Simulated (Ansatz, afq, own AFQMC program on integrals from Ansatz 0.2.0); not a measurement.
**BNH₄ (triplet): AFQMC on the coupled-cluster ladder at distance B1–H4 along a hydrogen transfer = 1.311 Å, cc-pVTZ**

How near does AFQMC come to the top of the ladder for BNH₄ (triplet)?

Method: cc-pVTZ, frozen cores; program: Ansatz 0.2.0, Gaussian basis, and an in-house AFQMC program (afq) on its integrals; all values are calculated.

To be run: PBE (unrestricted); r2SCAN (unrestricted); PBE0 (unrestricted); CCSD(T) on UHF; B3LYP (unrestricted); wB97M-V (unrestricted); B2PLYP (unrestricted); Phaseless AFQMC, CISD trial on UHF.

### Step 1. What is computed

The geometry derives from fragments relaxed apart (PBE0/def2-TZVP) and kept rigid, so it is no stationary point. A hydrogen atom is moved between rigid fragments.

6 atoms, charge 0, spin multiplicity 3.

Atoms are counted from 1 here; the program's logs count them from 0.

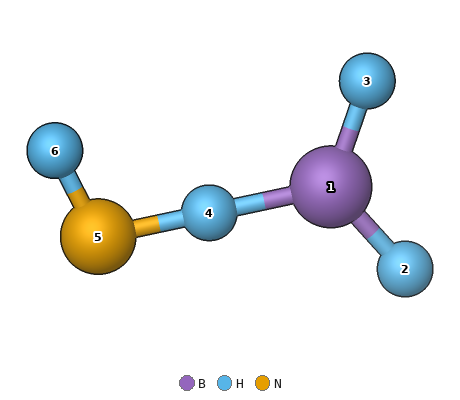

The structure; boron purple, hydrogen blue, nitrogen amber; atoms are numbered from 1 in the order of the file.

### Step 2. PBE (unrestricted)

in.yaml

```yaml
crystal:
  periodic: [false, false, false]
  atoms:
    - {symbol: B, position_ang: [-1.318791, 0.035086, 0.000000]}
    - {symbol: H, position_ang: [-1.915524, 1.068657, 0.000000]}
    - {symbol: H, position_ang: [-1.915524, -0.998486, 0.000000]}
    - {symbol: H, position_ang: [-0.007791, 0.035086, 0.000000]}
    - {symbol: N, position_ang: [1.189209, 0.035086, 0.000000]}
    - {symbol: H, position_ang: [1.458291, -0.969141, 0.000000]}
basis:
  gaussian: {orbitals: cc-pVTZ}
magnetization: {spin_polarized: true, initial_magnetization: 2}
hamiltonian: {xc: {name: PBE}}
output: {orbitals: {seedname: orbitals}}
```

Run with:

```
> ansatz run in.yaml --threads 1 --pin off --events-out ev --progress --plain --max-ram 5632MiB --backend cpu
```

The program printed:

```text
Functional definition: PBE
  name "PBE"
  cite "Perdew, Burke & Ernzerhof, Phys. Rev. Lett. 77, 3865 (1996) doi:10.1103/PhysRevLett.77.3865"
  parent pbe
  parameter kappa = 0.804
  parameter beta = 0.06672455060314922
  exchange = pbe_x(kappa = kappa, mu = beta*pi^2/3)
  correlation = pbe_c(beta = beta)
627 factors; their error is unknown
mean field evaluation 1: about -2220.0538 eV, gradient 2.6e1 eV
mean field evaluation 2: about -2209.6889 eV, gradient 4.7e1 eV
mean field evaluation 4: about -2223.1579 eV, gradient 2.8e0 eV
mean field evaluation 8: about -2223.2170 eV, gradient 1.1e-1 eV
mean field evaluation 16: about -2223.1997 eV, gradient 7.5e-5 eV
mean field evaluation 32: about -2220.7432 eV, gradient 1.3e1 eV
mean field -2223.19966492 eV, -81.7010807471 hartree, gradient 1.7e-5 eV, S^2 2.005517; 4 other end points of the search recorded, 0 dependent functions left out
reference -2223.19969956 eV, -81.7010820200 hartree; 9, 7 occupied and 107, 109 virtual orbitals, 627 factors
Total energy: -2223.19969956 eV, -81.7010820200 hartree
```

Wall time 3.1 s (1 thread of AMD EPYC 7R13 (Zen 3), shared host); peak memory 2 GiB.

From the report: ⟨S²⟩ of the determinant 2.006 (pure triplet: 2.00).

### Step 3. r2SCAN (unrestricted)

in.yaml: that of step 2 with these lines changed.

```diff
@@ -12,3 +12,2 @@
 magnetization: {spin_polarized: true, initial_magnetization: 2}
-hamiltonian: {xc: {name: PBE}}
-output: {orbitals: {seedname: orbitals}}
+hamiltonian: {xc: {name: r2SCAN}}
```

Launched as before.

The program printed:

```text
Functional definition: r2SCAN
  name "r2SCAN"
  cite "Furness, Kaplan, Ning, Perdew & Sun, J. Phys. Chem. Lett. 11, 8208 (2020) doi:10.1021/acs.jpclett.0c02405"
  cite "Furness, Kaplan, Ning, Perdew & Sun, J. Phys. Chem. Lett. 11, 9248 (2020) doi:10.1021/acs.jpclett.0c03077"
  parent r2scan
  parameter k0 = 0.174
  parameter k1 = 0.065
  parameter a1 = 4.9479
  exchange = r2scan_x(k0 = k0, k1 = k1, a1 = a1)
  correlation = r2scan_c
627 factors; their error is unknown
mean field evaluation 1: about -2222.7343 eV, gradient 2.3e1 eV
mean field evaluation 2: about -2221.0657 eV, gradient 2.9e1 eV
mean field evaluation 4: about -2225.1411 eV, gradient 1.5e0 eV
mean field evaluation 8: about -2225.1390 eV, gradient 4.6e-2 eV
mean field evaluation 16: about -2222.5836 eV, gradient 1.4e1 eV
mean field evaluation 32: about -2225.1093 eV, gradient 9.2e-1 eV
mean field -2225.13900996 eV, -81.7723503626 hartree, gradient 4.7e-5 eV, S^2 2.011084; 4 other end points of the search recorded, 0 dependent functions left out
reference -2225.13902207 eV, -81.7723508075 hartree; 9, 7 occupied and 107, 109 virtual orbitals, 627 factors
Total energy: -2225.13902207 eV, -81.7723508075 hartree
```

Wall time 5.5 s (1 thread of AMD EPYC 7R13 (Zen 3), shared host); peak memory 2 GiB.

From the report: ⟨S²⟩ of the determinant 2.011 (pure triplet: 2.00).

### Step 4. PBE0 (unrestricted)

in.yaml: that of step 3 with these lines changed.

```diff
@@ -12,2 +12,3 @@
 magnetization: {spin_polarized: true, initial_magnetization: 2}
-hamiltonian: {xc: {name: r2SCAN}}
+hamiltonian: {xc: {name: PBE0}}
+output: {orbitals: {seedname: orbitals}}
```

Same command.

The program printed:

```text
Functional definition: PBE0
  name "PBE0"
  cite "Adamo & Barone, J. Chem. Phys. 110, 6158 (1999) doi:10.1063/1.478522"
  cite "Perdew, Burke & Ernzerhof, Phys. Rev. Lett. 77, 3865 (1996) doi:10.1103/PhysRevLett.77.3865"
  parent pbe
  parameter a = 0.25
  parameter kappa = 0.804
  parameter beta = 0.06672455060314922
  exchange = (1 - a)*pbe_x(kappa = kappa, mu = beta*pi^2/3) + a*exact_x
  correlation = pbe_c(beta = beta)
630 factors; their error is unknown
mean field evaluation 1: about -2221.7663 eV, gradient 2.0e1 eV
mean field evaluation 2: about -2221.4920 eV, gradient 2.2e1 eV
mean field evaluation 4: about -2223.5482 eV, gradient 9.4e-1 eV
mean field evaluation 8: about -2223.5466 eV, gradient 2.3e-1 eV
mean field evaluation 16: about -2223.5467 eV, gradient 3.2e-5 eV
mean field -2223.54671642 eV, -81.7138346545 hartree, gradient 3.2e-5 eV, S^2 2.009421; 1 other end points of the search recorded, 0 dependent functions left out
reference -2223.54674196 eV, -81.7138355928 hartree; 9, 7 occupied and 107, 109 virtual orbitals, 630 factors
Total energy: -2223.54674196 eV, -81.7138355928 hartree
```

Run time: 1.7 s. Hardware: 1 thread of AMD EPYC 7R13 (Zen 3), shared host; peak memory 2 GiB.

From the report: ⟨S²⟩ of the determinant 2.009 (pure triplet: 2.00).

### Step 5. CCSD(T) on UHF

in.yaml: that of step 4 with these lines changed.

```diff
@@ -12,3 +12,2 @@
 magnetization: {spin_polarized: true, initial_magnetization: 2}
-hamiltonian: {xc: {name: PBE0}}
-output: {orbitals: {seedname: orbitals}}
+correlation: {method: ccsd_t, electrons: outside_noble_gas, hamiltonian_folder: ham}
```

Run with:

```
> ansatz run in.yaml --threads 1 --pin off --events-out ev --progress --plain --max-ram 16896MiB --backend cuda --devices 0, --max-vram 18GiB
```

The program printed:

```text
Functional definition: HF
  name "HF"
  cite "Fock, Z. Phys. 61, 126 (1930) doi:10.1007/BF01340294"
  parent pbe
  exchange = exact_x
  correlation = 0
663 factors; integrals over basis functions are off by at most 1.3e-3 eV
mean field evaluation 1: about -2211.1034 eV, gradient 1.4e1 eV
mean field evaluation 2: about -2211.1037 eV, gradient 1.4e1 eV
mean field evaluation 4: about -2212.5278 eV, gradient 2.5e0 eV
mean field evaluation 8: about -2212.6008 eV, gradient 1.3e-1 eV
mean field evaluation 16: about -2212.5898 eV, gradient 7.8e-1 eV
mean field evaluation 32: about -2205.7112 eV, gradient 1.6e1 eV
mean field evaluation 64: about -2210.6428 eV, gradient 8.2e-4 eV
mean field evaluation 96: about -2210.4541 eV, gradient 4.1e0 eV
mean field evaluation 128: about -2212.6013 eV, gradient 6.8e-4 eV
mean field evaluation 160: about -2205.5706 eV, gradient 9.2e0 eV
mean field -2212.60130454 eV, -81.3115981870 hartree, gradient 1.4e-6 eV, S^2 2.034590; 5 other end points of the search recorded, 0 dependent functions left out
determinant -2212.60130454 eV, -81.3115981870 hartree, with singles and doubles -2221.33773763 eV, -81.6326561811 hartree
determinant -2210.64277929 eV, -81.2396237115 hartree, with singles and doubles -2219.73227933 eV, -81.5736566769 hartree
determinant -2209.90093419 eV, -81.2123614068 hartree, with singles and doubles -2218.74935562 eV, -81.5375348966 hartree
2 core orbitals not correlated: weight in the atoms' cores, before any rotation towards them, 1.000 or more for the frozen orbitals, at most 0.000 for the correlated occupied ones
reference -2212.60130454 eV, -81.3115981870 hartree; 7, 5 occupied and 107, 109 virtual orbitals, 663 factors
second order -7.55895301 eV of doubles, -0.00000000 eV of singles
cycle   1  -8.57871849 eV  change   -7.6e-1 eV  update   2.0e-2
cycle   2  -8.59559153 eV  change   -1.7e-2 eV  update   5.1e-3
cycle   3  -8.59778738 eV  change   -2.2e-3 eV  update   2.2e-3
cycle   4  -8.59920043 eV  change   -1.4e-3 eV  update   8.2e-4
cycle   5  -8.59958967 eV  change   -3.9e-4 eV  update   3.6e-4
cycle   6  -8.59963732 eV  change   -4.8e-5 eV  update   1.3e-4
cycle   7  -8.59968490 eV  change   -4.8e-5 eV  update   5.1e-5
cycle   8  -8.59969663 eV  change   -1.2e-5 eV  update   2.2e-5
cycle   9  -8.59969225 eV  change    4.4e-6 eV  update   1.0e-5
perturbative correction -0.26062877 eV, -0.0095779307 hartree
Total energy: -2221.46162556 eV, -81.6372089787 hartree
```

Wall time 11 s (1 × NVIDIA H100 80GB HBM3 with 1 thread of AMD EPYC 7R13 (Zen 3), shared host); peak host memory 2 GiB.

From the report: ⟨S²⟩ of the determinant 2.035 (pure triplet: 2.00); correlation -8.8603 eV; T1 0.016; largest double amplitude 0.03.

This run also writes the integrals to the folder ham.

### Step 6. B3LYP (unrestricted)

in.yaml: that of step 5 with these lines changed.

```diff
@@ -12,2 +12,2 @@
 magnetization: {spin_polarized: true, initial_magnetization: 2}
-correlation: {method: ccsd_t, electrons: outside_noble_gas, hamiltonian_folder: ham}
+hamiltonian: {xc: {name: B3LYP}}
```

Run with:

```
> ansatz run in.yaml --threads 1 --pin off --events-out ev --progress --plain --max-ram 5632MiB --backend cpu
```

The program printed:

```text
Functional definition: B3LYP
  name "B3LYP"
  cite "Stephens, Devlin, Chabalowski & Frisch, J. Phys. Chem. 98, 11623 (1994) doi:10.1021/j100096a001"
  cite "Becke, Phys. Rev. A 38, 3098 (1988) doi:10.1103/PhysRevA.38.3098"
  cite "Lee, Yang & Parr, Phys. Rev. B 37, 785 (1988) doi:10.1103/PhysRevB.37.785"
  cite "Vosko, Wilk & Nusair, Can. J. Phys. 58, 1200 (1980) doi:10.1139/p80-159"
  parameter a0 = 0.2
  parameter ax = 0.72
  parameter ac = 0.81
  exchange = (1 - a0 - ax)*slater_x + ax*b88_x + a0*exact_x
  correlation = (1 - ac)*vwn_rpa_c + ac*lyp_c
627 factors; their error is unknown
mean field evaluation 1: about -2224.5412 eV, gradient 2.3e1 eV
mean field evaluation 2: about -2223.4903 eV, gradient 2.7e1 eV
mean field evaluation 4: about -2226.8469 eV, gradient 1.1e0 eV
mean field evaluation 8: about -2226.8454 eV, gradient 2.5e-1 eV
mean field evaluation 16: about -2226.8456 eV, gradient 8.8e-5 eV
mean field -2226.84561783 eV, -81.8350670451 hartree, gradient 4.4e-5 eV, S^2 2.007970; 1 other end points of the search recorded, 0 dependent functions left out
reference -2226.84583120 eV, -81.8350748861 hartree; 9, 7 occupied and 107, 109 virtual orbitals, 627 factors
Total energy: -2226.84583120 eV, -81.8350748861 hartree
```

Wall time 1.8 s (1 thread of AMD EPYC 7R13 (Zen 3), shared host); peak memory 2 GiB.

From the report: ⟨S²⟩ of the determinant 2.008 (pure triplet: 2.00).

### Step 7. wB97M-V (unrestricted)

in.yaml: that of step 6 with these lines changed.

```diff
@@ -12,2 +12,3 @@
 magnetization: {spin_polarized: true, initial_magnetization: 2}
-hamiltonian: {xc: {name: B3LYP}}
+hamiltonian: {xc: {name: wB97M-V}}
+output: {orbitals: {seedname: orbitals}}
```

The command is unchanged.

The program printed:

```text
Functional definition: wB97M-V
  name "wB97M-V"
  cite "Mardirossian & Head-Gordon, J. Chem. Phys. 144, 214110 (2016) doi:10.1063/1.4952647"
  cite "Becke, J. Chem. Phys. 107, 8554 (1997) doi:10.1063/1.475007"
  cite "Vydrov & Van Voorhis, J. Chem. Phys. 133, 244103 (2010) doi:10.1063/1.3521275"
  # Of w^i u^j: cxij and so on, Table III.
  parameter omega = 0.3/bohr
  parameter cx = 0.15
  parameter cx01 = 1.007
  parameter cx10 = 0.259
  parameter css00 = 0.443
  parameter css04 = -1.437
  parameter css10 = -4.535
  parameter css20 = -3.390
  parameter css43 = 4.278
  parameter cos00 = 1.000
  parameter cos10 = 1.358
  parameter cos20 = 2.924
  parameter cos21 = -8.812
  parameter cos60 = -1.390
  parameter cos61 = 9.142
  parameter b = 6.0
  parameter c = 0.01
  gx(w, u) = 1 - cx + cx01*u + cx10*w
  gss(w, u) = css00 + css04*u^4 + css10*w + css20*w^2 + css43*w^4*u^3
  gos(w, u) = cos00 + cos10*w + (cos20 + cos21*u)*w^2 + (cos60 + cos61*u)*w^6
  exchange = spin_sum(e_x_unif_sr(omega)*gx(b97_w, b97_u_x)) + cx*exact_x_sr(omega) + exact_x_lr(omega)
  correlation = spin_sum(e_c_pw_mod_same_spin*gss(b97_w, b97_u_same))
      + integral(e_c_pw_mod_opposite_spin*gos(b97_w_opposite, b97_u_opposite)) + vv10(b, c)
627 factors; their error is unknown
150 factors; integrals over basis functions are off by at most 1.8e-5 eV
mean field evaluation 1: about -2223.5902 eV, gradient 1.7e1 eV
mean field evaluation 2: about -2224.1858 eV, gradient 1.4e1 eV
mean field evaluation 4: about -2224.9634 eV, gradient 5.3e-1 eV
mean field evaluation 8: about -2224.9600 eV, gradient 2.5e-1 eV
mean field evaluation 16: about -2224.9602 eV, gradient 4.3e-5 eV
mean field -2224.96021066 eV, -81.7657796095 hartree, gradient 4.3e-5 eV, S^2 2.007886; 0 other end points of the search recorded, 0 dependent functions left out
reference -2224.96025148 eV, -81.7657811098 hartree; 9, 7 occupied and 107, 109 virtual orbitals, 627 factors
Total energy: -2224.96025148 eV, -81.7657811098 hartree
```

It took 4.6 s on 1 thread of AMD EPYC 7R13 (Zen 3), shared host; peak memory 2 GiB.

From the report: ⟨S²⟩ of the determinant 2.008 (pure triplet: 2.00).

### Step 8. B2PLYP (unrestricted)

in.yaml: that of step 7 with these lines changed.

```diff
@@ -12,3 +12,3 @@
 magnetization: {spin_polarized: true, initial_magnetization: 2}
-hamiltonian: {xc: {name: wB97M-V}}
-output: {orbitals: {seedname: orbitals}}
+hamiltonian: {xc: {name: B2PLYP}}
+correlation: {electrons: outside_noble_gas}
```

The command is unchanged.

The program printed:

```text
Functional definition: B2PLYP
  name "B2PLYP"
  cite "Grimme, J. Chem. Phys. 124, 034108 (2006) doi:10.1063/1.2148954"
  cite "Becke, Phys. Rev. A 38, 3098 (1988) doi:10.1103/PhysRevA.38.3098"
  cite "Lee, Yang & Parr, Phys. Rev. B 37, 785 (1988) doi:10.1103/PhysRevB.37.785"
  parameter a = 0.53
  parameter c = 0.27
  exchange = (1 - a)*b88_x + a*exact_x
  correlation = (1 - c)*lyp_c + c*(mp2_os + mp2_ss)
663 factors; integrals over basis functions are off by at most 1.3e-3 eV
mean field evaluation 1: about -2220.5456 eV, gradient 1.6e1 eV
mean field evaluation 2: about -2220.5439 eV, gradient 1.6e1 eV
mean field evaluation 4: about -2221.8286 eV, gradient 1.9e0 eV
mean field evaluation 8: about -2221.8599 eV, gradient 5.6e-2 eV
mean field evaluation 16: about -2221.8600 eV, gradient 3.8e-5 eV
mean field -2221.85997672 eV, -81.6518481136 hartree, gradient 3.8e-6 eV, S^2 2.016057; 0 other end points of the search recorded, 0 dependent functions left out
2 core orbitals not correlated: weight in the atoms' cores, before any rotation towards them, 1.000 or more for the frozen orbitals, at most 0.000 for the correlated occupied ones
reference -2221.86011032 eV, -81.6518530235 hartree; 7, 5 occupied and 107, 109 virtual orbitals, 663 factors
second order -9.27266840 eV of doubles, -0.00000000 eV of singles
Total energy: -2224.36373079 eV, -81.7438593787 hartree
```

Run time: 2.1 s. Hardware: 1 thread of AMD EPYC 7R13 (Zen 3), shared host; peak memory 2 GiB.

From the report: ⟨S²⟩ of the determinant 2.016 (pure triplet: 2.00).

### Step 9. Phaseless AFQMC, CISD trial on UHF

It reads the integrals that the CCSD(T) run on this determinant wrote.

Run with:

```
> afq ham --method phaseless --trial cisd --walkers 600 --populations 10 --least-time 60 --time-step 0.005 --steps-per-block 50 --equilibration-blocks 28 --max-blocks 4000 --target-error 0.00021 --factor-cut 1e-05 --start spin_pure --seed 1920 --release-times 0.24,0.51,0.99,1.62,2.4 --release-step 0.03 --release-every 3 --taylor-order 6
```

The program printed:

```text
orbitals 114  electrons 7 5  factors 663 of 663
reference energy -81.31159819 Eh
CCSD correlation -0.31603310 Eh in 12 cycles, weight of the determinant in the CISD state 0.8842
energy of the start -81.626101 Eh
 block  time / (1/Eh)  mean weight  energy / Eh
     1     0.250  0.9993  -81.624388
     2     0.500  0.9991  -81.628818
     3     0.750  0.9996  -81.632569
     4     1.000  1.0004  -81.635760
     5     1.250  1.0003  -81.636820
     6     1.500  1.0004  -81.638126
     7     1.750  1.0000  -81.636719
     8     2.000  1.0002  -81.636148
     9     2.250  1.0000  -81.636100
    10     2.500  1.0005  -81.638431
    11     2.750  0.9999  -81.638720
    13     3.250  1.0000  -81.638124
    15     3.750  1.0001  -81.635930
    17     4.250  1.0005  -81.636003
    19     4.750  1.0002  -81.638299
    21     5.250  0.9997  -81.637871
    23     5.750  1.0011  -81.637368
    25     6.250  0.9999  -81.640103
    27     6.750  1.0000  -81.637204
    29     7.250  1.0006  -81.640830
    31     7.750  1.0006  -81.641423
    33     8.250  0.9990  -81.638184
    35     8.750  0.9996  -81.636263
    37     9.250  1.0007  -81.637225
    39     9.750  1.0012  -81.638728
    41    10.250  1.0018  -81.638526
    43    10.750  1.0018  -81.638207
    45    11.250  1.0012  -81.637199
    47    11.750  1.0002  -81.638781
    49    12.250  1.0000  -81.639830
    51    12.750  0.9987  -81.639158
    53    13.250  0.9985  -81.638968
    55    13.750  1.0012  -81.638737
    57    14.250  1.0002  -81.640028
    59    14.750  0.9998  -81.636398
    61    15.250  1.0013  -81.638343
    63    15.750  0.9995  -81.637579
    65    16.250  0.9992  -81.640283
    67    16.750  0.9999  -81.636445
    69    17.250  1.0009  -81.637790
    71    17.750  1.0002  -81.636586
    73    18.250  1.0003  -81.638217
    75    18.750  0.9999  -81.637690
    77    19.250  1.0002  -81.640762
    79    19.750  0.9999  -81.639154
    81    20.250  0.9990  -81.638836
    83    20.750  0.9990  -81.639125
    85    21.250  0.9992  -81.637297
    87    21.750  1.0002  -81.638670
    89    22.250  0.9996  -81.640018
    91    22.750  1.0001  -81.638424
    93    23.250  1.0003  -81.641101
    95    23.750  1.0002  -81.638119
    97    24.250  1.0001  -81.637573
    99    24.750  0.9993  -81.637707
   101    25.250  0.9998  -81.641614
   103    25.750  1.0012  -81.638473
   105    26.250  0.9989  -81.640139
   107    26.750  0.9996  -81.640381
error from the spread of 10 populations
released: time / (1/Eh)  energy / Eh  error  mean overlap
  0.24  -81.638469  0.000272  0.9910
  0.51  -81.638888  0.000285  0.9871
  0.99  -81.638869  0.000223  0.9827
  1.62  -81.638354  0.000257  1.0011
  2.40  -81.638569  0.000318  1.0198
energy -81.638537 +/- 0.000191 Eh
```

It took 1.9 min on 1 × NVIDIA H100 80GB HBM3 with 2 threads of AMD EPYC 7R13 (Zen 3), shared host; peak host memory 2 GiB.

Energy -2221.4978 ± 0.0052 eV. Caveats: constraint bias not in the error.

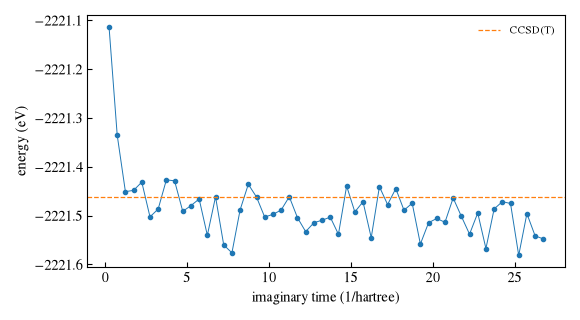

Block energies along the walk.

### Step 10. AFQMC on the ladder

On the UHF determinant, counted from CCSD(T) (a yardstick, not exact):

| level | energy (eV) | from CCSD(T) (kJ/mol) | statistical error (kJ/mol) | time |
| --- | --- | --- | --- | --- |
| HF | -2212.6013 | +854.9 |  |  |
| MP2 | -2220.1603 | +125.6 |  |  |
| CCSD | -2221.2010 | +25.1 |  |  |
| CCSD(T) | -2221.4616 | 0.0 |  |  |
| Phaseless AFQMC, CISD trial, step 0.005, 600 walkers | -2221.4978 | -3.5 | 0.5 | 1.9 min |

The functionals' totals stand on their own zeros and serve differences with other points: PBE -2223.200 eV; r2SCAN -2225.139 eV; PBE0 -2223.547 eV; B3LYP -2226.846 eV; wB97M-V -2224.960 eV; B2PLYP -2224.364 eV.

### Step 11. Summary of results

| quantity | value |
| --- | --- |
| Phaseless AFQMC, CISD trial on UHF from CCSD(T) | -3.5 ± 0.5 kJ/mol |

On UHF the phaseless walk with the CISD trial lies -3.5 kJ/mol from CCSD(T), 7 times its error bar. Error bars are statistical and leave out the constraint, the time step and what remains of the start.
